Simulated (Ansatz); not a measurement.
A relaxed structure of Nb. Space group Im-3m (No. 229), bcc (W type). Computed with PBE (plane waves to 420 eV, PAW, scalar-relativistic; Ansatz, a quantum-chemistry and plane-wave program).

```cif
data_Nb2
_chemical_formula_sum 'Nb2'
_space_group_name_H-M_alt 'Im-3m'
_space_group_IT_number 229
_space_group_name_Hall '-I 4 2 3'
_cell_length_a 3.30955
_cell_length_b 3.30955
_cell_length_c 3.30955
_cell_angle_alpha 90.000
_cell_angle_beta 90.000
_cell_angle_gamma 90.000
loop_
_atom_site_label
_atom_site_type_symbol
_atom_site_symmetry_multiplicity
_atom_site_Wyckoff_symbol
_atom_site_fract_x
_atom_site_fract_y
_atom_site_fract_z
_atom_site_occupancy
Nb1 Nb 2 a 0.00000 0.00000 0.00000 1
```
(The calculation used a cell of 1 atom; values per cell refer to that cell.)

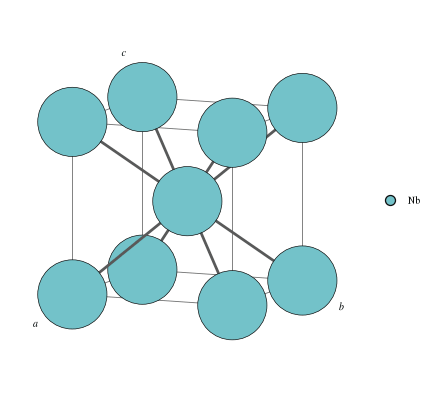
Figure. The conventional cell of the relaxed structure

```yaml
volume_per_atom: 18.12 Å³
density: 8.51 g/cm³
band_gap: no gap (metallic)
shortest_distances: Nb–Nb 2.87 Å
k-mesh: 20×20×20
```

Band energies at high-symmetry points (eV from the Fermi level; labels of this space group; no spin-orbit coupling), from −5 eV up to 2.9 eV:

```csv
point,energies
Γ,0.36 0.36 0.36
H,-3.70 -3.70
N,-3.70 -1.65 2.25
P,-1.10 -1.10 -1.10
```

No spin polarisation in the result.

Measured for Nb: a 3.294 Å (static lattice; corrected from measurement; as listed in Daniel Mejia-Rodriguez, S. B. Trickey, Phys. Rev. B (2018)). Computed minus measured — a: PBE +0.5 %. The computed values are for a static lattice.

The run could not lose the symmetry of its start; a randomly shaken copy of 2 atoms returns to this structure.
